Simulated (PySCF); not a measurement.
# M06-2X/def2-TZVPP (core potential) run of InF (SMILES [F][In])

Aim: the vertical singlet–triplet gap of InF at M06-2X/def2-TZVPP (core potential), from 2 runs. 

The results are computed with PySCF 2.14.0.

4 further runs of the same task are left out: 4 set aside as unsound or not needed.

## Step 1: The molecule

InF has 2 atoms, charge 0, and is taken as a singlet. SMILES: `[F][In]`. Geometry: relaxed at PBE0-D4/def2-TZVP.

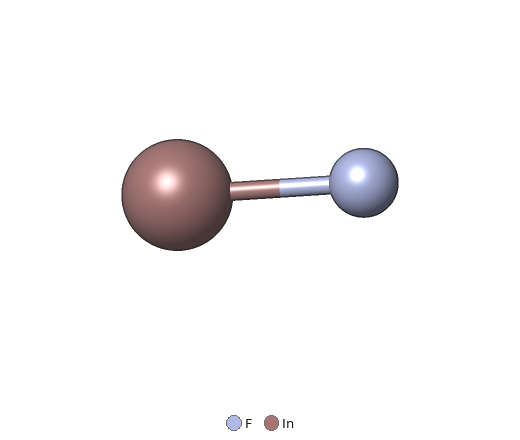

The structure, seen from a chosen angle (fluorine light blue, indium brown).

## Step 2: The energy at M06-2X/def2-TZVPP (core potential)

Input file run.py:

```python
from pyscf import gto, dft

mol = gto.Mole()
mol.atom = 'F 0.000000 0.000000 0.015910; In -0.000000 -0.000000 2.009580'
mol.verbose = 3
mol.basis = 'def2-tzvpp'
mol.ecp = {'In': 'def2-svp'}
mol.max_memory = 1860
mol.build()

myscf = dft.RKS(mol)
myscf.xc = 'm06-2x'
myscf.conv_tol = 1e-10
myscf.grids.level = 5
myscf.kernel()
if not myscf.converged:
    myscf = myscf.newton().run(myscf.mo_coeff, myscf.mo_occ)

etot = myscf.e_tot
print(f'total energy: {etot:.8f} hartree')
```

Command:

```console
OMP_NUM_THREADS=1 python run.py
```

What it wrote:

```text
converged SCF energy = -289.980350348313
total energy: -289.98035035 hartree
```

Wall time 13 s (1 thread of Arm Neoverse V1, shared host); peak memory 0.42 GiB.

## Step 3: The triplet at the same level

Input file input.py:

```python
from pyscf import gto, dft

molecule = gto.M(
    atom='F 0.000000 0.000000 0.015910; In -0.000000 -0.000000 2.009580',
    spin=2,
    ecp={'In': 'def2-svp'},
    basis='def2-tzvpp',
    verbose=3,
    max_memory=1860,
)

mf = dft.UKS(molecule)
mf.xc = 'm06-2x'
mf.conv_tol = 1e-10
mf.grids.level = 5
mf.kernel()
if not mf.converged:
    mf = mf.newton().run(mf.mo_coeff, mf.mo_occ)

e_tot = mf.e_tot
print('E = %.10f Eh' % e_tot)
```

Command:

```console
OMP_NUM_THREADS=1 python input.py
```

What it wrote:

```text
WARN: HOMO -0.412384454176083 >= LUMO -0.747311615604879

WARN: HOMO -0.0985180386940065 >= LUMO -0.146969185618598

WARN: HOMO -0.165676358616963 >= LUMO -0.191074134915318

WARN: HOMO -0.180751710098292 >= LUMO -0.214156845213683

WARN: HOMO -0.180997018590073 >= LUMO -0.218103795439717

WARN: HOMO -0.182094303695528 >= LUMO -0.223661379903831

WARN: HOMO -0.18245610694504 >= LUMO -0.225762946241229

WARN: HOMO -0.18247837201643 >= LUMO -0.225287071858634

WARN: HOMO -0.182579272382153 >= LUMO -0.225372015143492

WARN: HOMO -0.18260145106235 >= LUMO -0.22529948146612

WARN: HOMO -0.182602765969584 >= LUMO -0.225301800876693

WARN: HOMO -0.182605315506066 >= LUMO -0.225308795619345

WARN: HOMO -0.182605209148075 >= LUMO -0.225310338214744

WARN: HOMO -0.182605224392429 >= LUMO -0.225310300936233

converged SCF energy = -289.845907429299  <S^2> = 2.0060417  2S+1 = 3.0040251
E = -289.8459074293 Eh
```

It took 27 s on 1 thread of Arm Neoverse V1, shared host; peak memory 0.43 GiB.

## Step 4: Summary of results

At M06-2X/def2-TZVPP (core potential):

```
                                        quantity          value
                           singlet: total energy  -289.98035 Eh
                          singlet: dipole moment         3.46 D
                            singlet: HOMO energy       -8.30 eV
                            singlet: LUMO energy       -0.97 eV
                          singlet: HOMO–LUMO gap        7.34 eV
                           triplet: total energy  -289.84591 Eh
                          triplet: dipole moment         3.14 D
     triplet: HOMO energy (highest over α and β)       -4.97 eV
                                   triplet: ⟨S²⟩          2.006
vertical energy of the triplet above the singlet       3.658 eV
```

What this shows: At this shape the triplet lies 3.66 eV (353 kJ/mol) above the singlet.
